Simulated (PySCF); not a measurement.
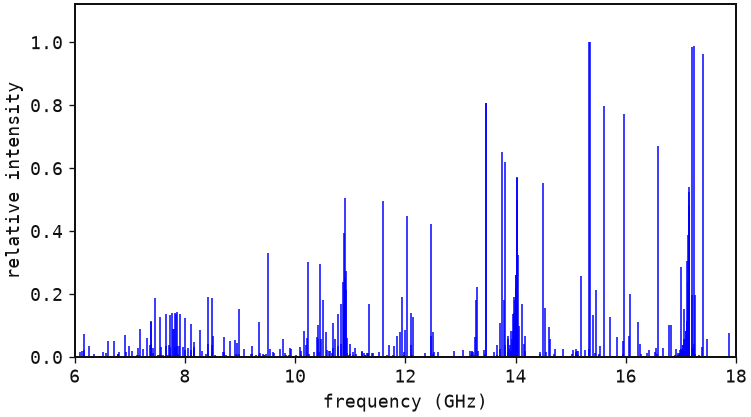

Simulated rotational absorption lines between 6 and 18 GHz at 3 K: rigid rotor with the equilibrium constants and dipole of one optimised conformer (PBE0-D3(BJ)/def2-SVP, PySCF), commonest isotopes; no centrifugal distortion, hyperfine structure, internal rotation or nuclear-spin weights; lines within 1 MHz of each other are summed.

**Which molecule gives this spectrum?**
A. C₁₀H₈Cl₂, SMILES ClC(Cl)C1=CCc2ccccc21
B. C₈H₁₁AsO, SMILES c1coc([C@@H]2CC[AsH]C2)c1
C. C₅H₁₆N₂Si, SMILES CCN(C)[SiH2]N(C)C

Option C. Rotational constants A, B, C = 2.503, 0.9818, 0.9033 GHz, |μa|, |μb|, |μc| = 0.11, 0.36, 0.77 D.

Known limits of this run: coarse grid, loose stop and no frequency check, small forces are noise and the end may be a saddle.
